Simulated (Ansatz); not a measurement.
**BH4O− (SMILES [BH3-]O): levels of theory compared**

Aim: a comparison of 6 runs (UHF/STO-3G, B2PLYP/STO-3G, BHLYP/STO-3G, UPBE0/STO-3G, BCCD(T)/STO-3G, FCI/STO-3G) of BH4O−. 

The calculation is run with Ansatz 0.2.0.

### 1 The system as given

BH4O− has 6 atoms, charge -1, and is taken as a singlet. As SMILES, `[BH3-]O`. The H3–B1 distance was set to 1.559 Å, away from the relaxed value.

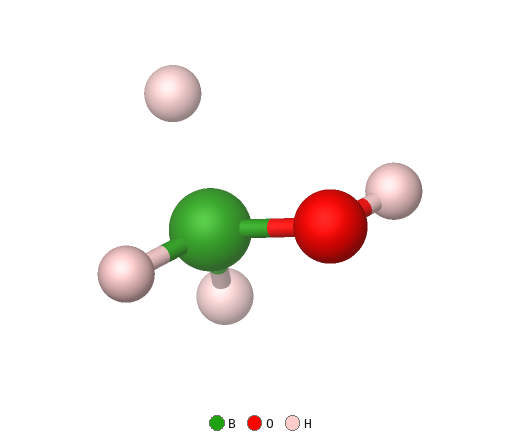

The structure, seen from a chosen angle (boron green, oxygen red, hydrogen pink).

### 2 A single-point energy at UHF/STO-3G (run 1)

input.yaml reads:

```yaml
basis:
  gaussian:
    orbitals: STO-3G
crystal:
  periodic: [false, false, false]
  atoms:
    - symbol: B
      position_ang: [-0.359039, -0.054466, -0.270587]
    - symbol: O
      position_ang: [-0.297919, 1.135404, 0.649813]
    - symbol: H
      position_ang: [1.062740, -0.650510, -0.499740]
    - symbol: H
      position_ang: [-0.826669, 0.314384, -1.333437]
    - symbol: H
      position_ang: [-1.073369, -0.953296, 0.214863]
    - symbol: H
      position_ang: [0.072401, 0.804544, 1.468263]
total_charge: -1
magnetization:
  spin_polarized: true
hamiltonian:
  xc: hf
accuracy: high
```

Run with:

```bash
$ ansatz run input.yaml --threads 1 --pin off --max-ram 2610MiB --events-out events.jsonl --progress --plain --runs-dir runs
```

Log:

```text
Warning: RAYON_NUM_THREADS=1 ignored (pool sized by the plan → 1); use --threads N
Functional definition: HF
  name "HF"
  exchange = exact_x
  correlation = 0
229 factors; integrals over basis functions are off by at most 3.9e-8 eV
mean field evaluation 1: about -2729.8434 eV, gradient 1.1e1 eV
mean field evaluation 2: about -2729.9236 eV, gradient 1.1e1 eV
mean field evaluation 4: about -2731.2039 eV, gradient 5.9e-1 eV
mean field evaluation 8: about -2731.2050 eV, gradient 1.2e-4 eV
mean field -2731.20504910 eV, -100.3699342770 hartree, gradient 7.1e-9 eV, S^2 0.000000; 0 other end points of the search recorded, 0 dependent functions left out
reference -2731.20504910 eV, -100.3699342770 hartree; 9, 9 occupied and 5, 5 virtual orbitals, 229 factors
Total energy: -2731.20504910 eV, -100.3699342770 hartree
```

Wall time 0.06 s (1 thread of Arm Neoverse V2, shared host).

### 3 A single-point energy at B2PLYP/STO-3G (run 2)

molecule.yaml reads:

```yaml
crystal:
  periodic: [false, false, false]
  atoms:
    - {symbol: B, position_ang: [-0.359039, -0.054466, -0.270587]}
    - {symbol: O, position_ang: [-0.297919, 1.135404, 0.649813]}
    - {symbol: H, position_ang: [1.062740, -0.650510, -0.499740]}
    - {symbol: H, position_ang: [-0.826669, 0.314384, -1.333437]}
    - {symbol: H, position_ang: [-1.073369, -0.953296, 0.214863]}
    - {symbol: H, position_ang: [0.072401, 0.804544, 1.468263]}
basis:
  gaussian: {orbitals: STO-3G}
total_charge: -1
hamiltonian: {xc: {name: B2PLYP}}
correlation: {frozen_orbitals: {B: 1, H: 0, O: 1}}
accuracy: high
```

Run with:

```bash
$ ansatz run molecule.yaml --threads 1 --pin off --max-ram 2610MiB --events-out events.jsonl --progress --plain --runs-dir runs
```

Log (excerpt; [...] marks lines left out):

```text
Warning: RAYON_NUM_THREADS=1 ignored (pool sized by the plan → 1); use --threads N
Functional definition: B2PLYP
  name "B2PLYP"
[...]
229 factors; integrals over basis functions are off by at most 3.9e-8 eV
[...]
mean field -2742.22471572 eV, -100.7748995561 hartree, gradient 6.8e-8 eV, S^2 0.000000; 0 other end points of the search recorded, 0 dependent functions left out
2 core orbitals not correlated: weight in the atoms' cores, before any rotation towards them, 1.000 or more for the frozen orbitals, at most 0.000 for the correlated occupied ones
reference -2742.22473149 eV, -100.7749001357 hartree; 7, 7 occupied and 5, 5 virtual orbitals, 229 factors
second order -2.92078794 eV of doubles, -0.00000000 eV of singles
Total energy: -2743.01334424 eV, -100.8038811195 hartree
```

Wall time 0.88 s (1 thread of Arm Neoverse V2, shared host); peak memory 0.091 GiB.

Run 3 isn't shown in full; the table further down has it.

### 4 A single-point energy at UPBE0/STO-3G (run 4)

Changes to input.yaml since step 2:

```diff
@@ -1,4 +1 @@
-basis:
-  gaussian:
-    orbitals: STO-3G
 crystal:
@@ -18,2 +15,5 @@
       position_ang: [0.072401, 0.804544, 1.468263]
+basis:
+  gaussian:
+    orbitals: STO-3G
 total_charge: -1
@@ -21,4 +21,5 @@
   spin_polarized: true
+  initial_magnetization: 0
 hamiltonian:
-  xc: hf
+  xc: {name: PBE0}
 accuracy: high
```

Run with:

```bash
$ ansatz run input.yaml --threads 1 --pin off --max-ram 2610MiB --events-out events.jsonl --progress --plain --runs-dir runs
```

Log:

```text
Warning: RAYON_NUM_THREADS=1 ignored (pool sized by the plan → 1); use --threads N
Functional definition: PBE0
  name "PBE0"
  parameter a = 0.25
  parameter kappa = 0.804
  parameter beta = 0.06672455060314922
  exchange = (1 - a)*pbe_x(kappa = kappa, mu = beta*pi^2/3) + a*exact_x
  correlation = pbe_c(beta = beta)
229 factors; integrals over basis functions are off by at most 3.9e-8 eV
mean field evaluation 1: about -2743.3388 eV, gradient 1.2e1 eV
mean field evaluation 2: about -2744.1164 eV, gradient 8.9e0 eV
mean field evaluation 4: about -2744.6961 eV, gradient 5.6e-2 eV
mean field evaluation 8: about -2744.6581 eV, gradient 4.7e-4 eV
mean field -2744.65811722 eV, -100.8643254119 hartree, gradient 8.0e-8 eV, S^2 0.000000; 0 other end points of the search recorded, 0 dependent functions left out
reference -2744.65811849 eV, -100.8643254585 hartree; 9, 9 occupied and 5, 5 virtual orbitals, 229 factors
Total energy: -2744.65811849 eV, -100.8643254585 hartree
```

Run time: 1.1 s. Hardware: 1 thread of Arm Neoverse V2, shared host; peak memory 0.12 GiB.

Run 5 isn't shown in full; the table further down has it.

### 5 The energy at FCI/STO-3G (run 6)

input.yaml reads:

```yaml
crystal:
  periodic: [false, false, false]
  atoms:
    - {symbol: B, position_ang: [-0.359039, -0.054466, -0.270587]}
    - {symbol: O, position_ang: [-0.297919, 1.135404, 0.649813]}
    - {symbol: H, position_ang: [1.062740, -0.650510, -0.499740]}
    - {symbol: H, position_ang: [-0.826669, 0.314384, -1.333437]}
    - {symbol: H, position_ang: [-1.073369, -0.953296, 0.214863]}
    - {symbol: H, position_ang: [0.072401, 0.804544, 1.468263]}
basis:
  gaussian:
    orbitals: STO-3G
accuracy: high
correlation:
  method: fci
  frozen_orbitals: {B: 1, H: 0, O: 1}
total_charge: -1
```

Run with:

```bash
$ ansatz run input.yaml --threads 1 --pin off --max-ram 2610MiB --events-out events.jsonl --progress --plain --runs-dir runs
```

Log:

```text
Warning: RAYON_NUM_THREADS=1 ignored (pool sized by the plan → 1); use --threads N
Functional definition: HF
  name "HF"
  exchange = exact_x
  correlation = 0
229 factors; integrals over basis functions are off by at most 3.9e-8 eV
mean field evaluation 1: about -2729.8434 eV, gradient 1.6e1 eV
mean field evaluation 2: about -2729.9236 eV, gradient 1.6e1 eV
mean field evaluation 4: about -2731.2039 eV, gradient 8.4e-1 eV
mean field evaluation 8: about -2731.2050 eV, gradient 1.7e-4 eV
mean field -2731.20504910 eV, -100.3699342770 hartree, gradient 1.1e-8 eV, S^2 0.000000; 0 other end points of the search recorded, 0 dependent functions left out
2 core orbitals not correlated: weight in the atoms' cores, before any rotation towards them, 1.000 or more for the frozen orbitals, at most 0.000 for the correlated occupied ones
reference -2731.20504910 eV, -100.3699342770 hartree; 7, 7 occupied and 5, 5 virtual orbitals, 229 factors
state -2734.32773197 eV, -100.4846907559 hartree
Total energy: -2734.32773197 eV, -100.4846907559 hartree
```

It took 2.1 s on 1 thread of Arm Neoverse V2, shared host; peak memory 0.11 GiB.

### 6 Overview of the runs

```
run           level  frozen core orbitals  energy (Eh)  wall time
  1      UHF/STO-3G                     –  -100.369934     0.06 s
  2   B2PLYP/STO-3G                     2  -100.803881     0.88 s
  3    BHLYP/STO-3G                     –  -100.927943     0.62 s
  4    UPBE0/STO-3G                     –  -100.864325      1.1 s
  5  BCCD(T)/STO-3G                     2  -100.484411     0.12 s
  6      FCI/STO-3G                     2  -100.484691      2.1 s
```

### 7 Outcome

| quantity | value |
| --- | --- |
| run 6: total energy | -100.48469 Eh |
| run 6: correlation energy (2 core orbitals frozen) | -114.8 mEh |

In words: Against full CI in this basis: UHF +114.8 mEh; BCCD(T) +0.3 mEh. Totals of different functionals can't be ranked against each other. In runs 1, 2, 3, 4, 5, 6 the basis is minimal, so the values are rough. All runs together took 4.9 s, the longest 2.1 s.
